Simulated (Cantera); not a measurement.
Charge: 1 mol H2S, 0.15 mol H2O, 8.8 mol O2, held at 24000 Torr.

Cantera equilibrium calculation (NASA polynomials, part measured and part estimated; ideal gas, pure solids and liquids). Candidate condensed phases: H2O, H2SO4, S; 19 gas species. The ideal-gas law is rough above about 30 bar. Equilibrium is a limit: real reactors are often held back by kinetics, nucleation or transport.

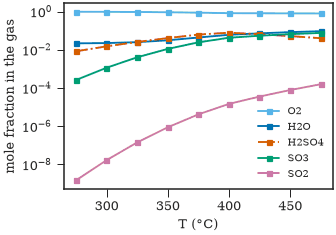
Figure: Equilibrium gas composition (values under 1e-9 drawn at 1e-9)

From 275 °C to 375 °C the condensed part is H2SO4(l). From 400 °C to 475 °C nothing is condensed.
